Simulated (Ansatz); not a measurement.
# HNO2 (nitrous acid): CCSD(T)/STO-3G

Aim: the vertical singlet–triplet gap of HNO2 (nitrous acid) at CCSD(T)/STO-3G, from 2 runs. 

Program for the calculation: Ansatz 0.2.0.

54 further runs of the same task are left out: 1 that didn't finish, 53 set aside as unsound or not needed.

**1. The structure to begin with**

HNO2 has 4 atoms, charge 0, and is taken as a singlet. SMILES: `O=NO`. The coordinates come from a GFN2-xTB relaxation.

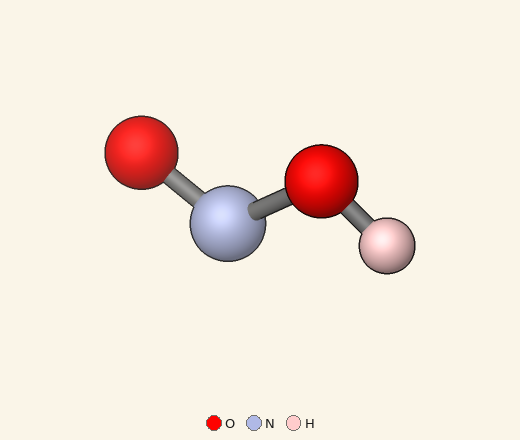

The structure, seen from a chosen angle (oxygen red, nitrogen light blue, hydrogen pink).

**2. A single-point energy at CCSD(T)/STO-3G**

in.yaml

```yaml
basis:
  gaussian:
    orbitals: STO-3G
crystal:
  periodic: [false, false, false]
  atoms:
    - {symbol: O, position_ang: [0.424700, 0.045690, 1.471310]}
    - {symbol: N, position_ang: [0.319310, -0.411420, 0.387280]}
    - {symbol: O, position_ang: [-0.357270, 0.415910, -0.505360]}
    - {symbol: H, position_ang: [-0.386730, -0.050180, -1.353230]}
correlation:
  method: ccsd_t
  frozen_orbitals: {H: 0, "N": 1, O: 1}
accuracy: high
scf:
  omitted_lower_state_checks: [cluster_reference, increment]
```

Launch:

```console
ansatz run in.yaml --threads 1 --pin off --max-ram 2610MiB --events-out events.jsonl --progress --plain --runs-dir runs
```

Standard output, cut to the lines that bear on the results:

```text
Warning: RAYON_NUM_THREADS=1 ignored (pool sized by the plan → 1); use --threads N
Functional definition: HF
  name "HF"
[...]
275 factors; integrals over basis functions are off by at most 3.2e-8 eV
[...]
mean field -5494.16654991 eV, -201.9068966295 hartree, gradient 1.9e-8 eV, S^2 0.000000; 0 other end points of the search recorded, 0 dependent functions left out; unrestricted orbitals would lower it
3 core orbitals not correlated: weight in the atoms' cores, before any rotation towards them, 1.000 or more for the frozen orbitals, at most 0.000 for the correlated occupied ones
reference -5494.16654991 eV, -201.9068966295 hartree; 9, 9 occupied and 4, 4 virtual orbitals, 275 factors
second order -4.37882143 eV of doubles, -0.00000000 eV of singles
cycle   1  -4.75624961 eV  change   -3.8e-1 eV  update   8.9e-2
[...]
cycle  23  -5.12238123 eV  change  -1.4e-11 eV  update  4.6e-10
perturbative correction -0.17921929 eV, -0.0065861874 hartree
Total energy: -5499.46815043 eV, -202.1017268551 hartree
Checks for a lower state left out: cluster_reference, increment
```

It took 0.1 s on 1 thread of Intel Xeon Platinum 8559C (Emerald Rapids), shared host.

**3. The triplet, same level**

molecule.yaml

```yaml
crystal:
  periodic: [false, false, false]
  atoms:
    - {symbol: O, position_ang: [0.424700, 0.045690, 1.471310]}
    - {symbol: N, position_ang: [0.319310, -0.411420, 0.387280]}
    - {symbol: O, position_ang: [-0.357270, 0.415910, -0.505360]}
    - {symbol: H, position_ang: [-0.386730, -0.050180, -1.353230]}
basis:
  gaussian: {orbitals: STO-3G}
magnetization: {spin_polarized: true, initial_magnetization: 2}
correlation: {method: ccsd_t, frozen_orbitals: {H: 0, "N": 1, O: 1}}
accuracy: high
scf: {omitted_lower_state_checks: [cluster_reference, increment]}
```

Launch:

```console
ansatz run molecule.yaml --threads 1 --pin off --max-ram 2610MiB --events-out events.jsonl --progress --plain --runs-dir runs
```

Standard output, cut to the lines that bear on the results:

```text
Warning: RAYON_NUM_THREADS=1 ignored (pool sized by the plan → 1); use --threads N
[... 2 set-up lines as earlier in the session ...]
[...]
275 factors; integrals over basis functions are off by at most 3.2e-8 eV
[...]
mean field -5493.39269566 eV, -201.8784580103 hartree, gradient 1.9e-8 eV, S^2 2.019573; 2 other end points of the search recorded, 0 dependent functions left out
3 core orbitals not correlated: weight in the atoms' cores, before any rotation towards them, 1.000 or more for the frozen orbitals, at most 0.000 for the correlated occupied ones
reference -5493.39269566 eV, -201.8784580103 hartree; 10, 8 occupied and 3, 5 virtual orbitals, 275 factors
second order -2.75862369 eV of doubles, -0.00000000 eV of singles
cycle   1  -3.26710952 eV  change   -5.1e-1 eV  update   7.8e-2
[...]
cycle  26  -3.77679310 eV  change   6.7e-10 eV  update   1.7e-9
perturbative correction -0.06631597 eV, -0.0024370670 hartree
Total energy: -5497.23580473 eV, -202.0196896637 hartree
Checks for a lower state left out: cluster_reference, increment
```

It took 0.18 s on 1 thread of Intel Xeon Platinum 8559C (Emerald Rapids), shared host.

**4. Summary of results**

Level: CCSD(T)/STO-3G, 3 core orbitals frozen.

```
                                            quantity          value
                               singlet: total energy  -202.10173 Eh
singlet: correlation energy (3 core orbitals frozen)     -194.8 mEh
                             singlet: (T) correction      -6.59 mEh
                              singlet: T1 diagnostic          0.019
                               triplet: total energy  -202.01969 Eh
triplet: correlation energy (3 core orbitals frozen)     -141.2 mEh
                             triplet: (T) correction      -2.44 mEh
          triplet: ⟨S²⟩ of the reference determinant          2.020
                              triplet: T1 diagnostic          0.035
    vertical energy of the triplet above the singlet       2.232 eV
```

What this shows: At this shape the triplet lies 2.23 eV (215 kJ/mol) above the singlet. In a minimal basis such a difference can be off by several eV, whatever the method. The restricted solution (singlet) is unstable to spin breaking: an unrestricted one lies lower. The triples (singlet) make up 3.4 % of the correlation energy. The triples (triplet) make up 1.7 % of the correlation energy.
